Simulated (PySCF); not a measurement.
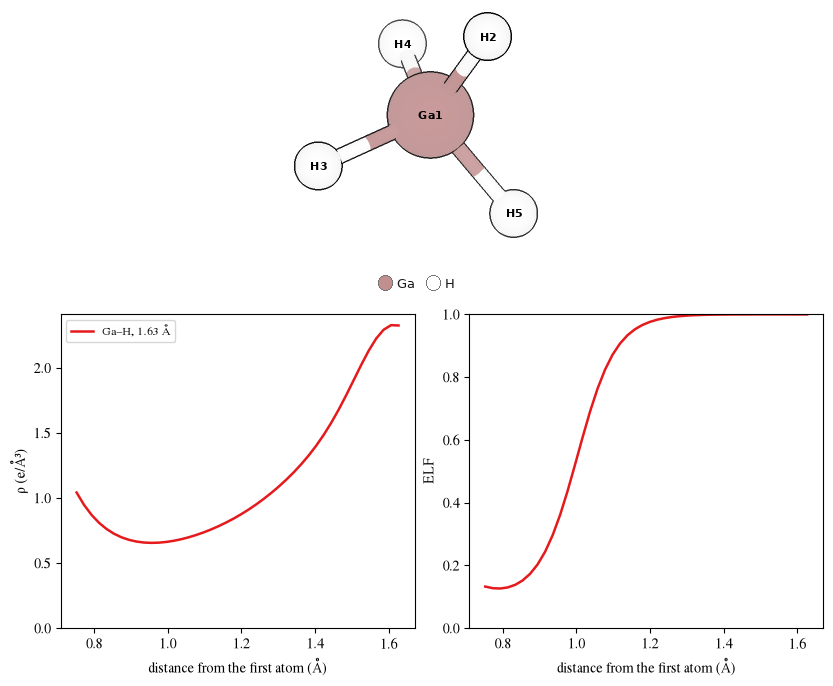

Figure 1: GaH₄ (SMILES [GaH4-]) (charge −1). Total electron density and electron localisation function along straight lines between neighbouring atoms. The curves leave out the atomic cores. The structure is drawn too.

Geometry: PBE0-D3(BJ)/ma-def2-SVP.

All numbers below come from PySCF 2.14.0, density-fitted response routines, DFT single point, gas phase, functional wB97X.

```tsv
atom	x (Å)	y (Å)	z (Å)
Ga	0.0557	0.0627	-0.3986
H	0.0104	1.6448	-0.0200
H	1.4300	-0.5942	0.1736
H	-1.2225	-0.6905	0.2680
H	0.0045	-0.1076	-2.0159
```

### What can be read from the curves?

Ga–H (1.63 Å): the density is about 0.81 e/Å³ at the midpoint; the ELF climbs to about 1 towards the hydrogen.
